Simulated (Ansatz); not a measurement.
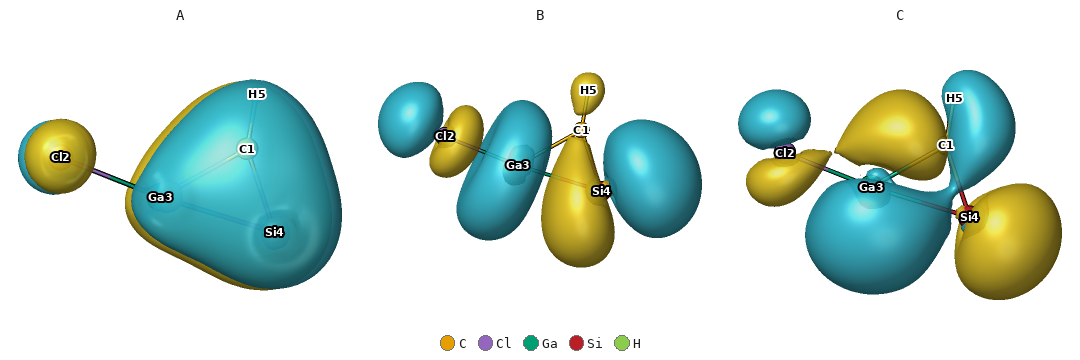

*CHClGaSi (SMILES [Cl][Ga]1[CH]=[Si]1) (doublet). Three frontier orbitals at ±0.06 Å⁻³ᐟ² (yellow and cyan are the two phases), in no order.*

Geometry: PBE0-D3(BJ)/def2-SVP.

The calculation used isolated molecule in a Gaussian basis; Kohn-Sham density functional theory, functional PBE0 (Ansatz 0.2.0).

The calculation's input:

```
crystal:
  periodic: [false, false, false]
  atoms:
    - {symbol: C, position_ang: [-2.066392, 0.168825, -0.124060]}
    - {symbol: Cl, position_ang: [-2.682479, 3.807705, -0.625563]}
    - {symbol: Ga, position_ang: [-2.318017, 2.026757, 0.505428]}
    - {symbol: Si, position_ang: [-1.909395, -0.049627, 1.593471]}
    - {symbol: H, position_ang: [-2.078758, -0.214551, -1.149092]}
basis:
  gaussian: {orbitals: def2-TZVPD}
magnetization: {spin_polarized: true, initial_magnetization: 1}
hamiltonian: {xc: pbe0}
output: {forces: true, orbitals: {seedname: orbitals}}
```

Command:

```sh
ansatz run input.yaml --threads 1 --pin off --max-ram 2610MiB --events-out events.jsonl --progress --plain --runs-dir runs
```

> Order the three orbitals by energy and name them. All are α orbitals.

A is the HOMO−1 (α) (−7.54 eV). By Hirshfeld shares it lies mainly on C1 (about 45 %), Si4 (about 35 %) and Ga3 (about 15 %); it changes sign across the molecular plane (π type); π-bonding across C1–Ga3, C1–Si4 and Ga3–Si4. C is the HOMO (α) (−5.93 eV). It lies mainly on Ga3 (about 40 %), Si4 (about 30 %), C1 (about 20 %) and Cl2 (about 5 %); it is symmetric in the molecular plane (an in-plane orbital: σ, lone-pair or in-plane π type). B is the LUMO (α) (−2.06 eV). By Hirshfeld shares it lies mainly on Si4 (about 45 %), Ga3 (about 30 %) and Cl2 (about 15 %); it is symmetric in the molecular plane (an in-plane orbital: σ, lone-pair or in-plane π type).

> What is the gap between the highest occupied and lowest empty α orbitals?

3.87 eV between the orbital energies.
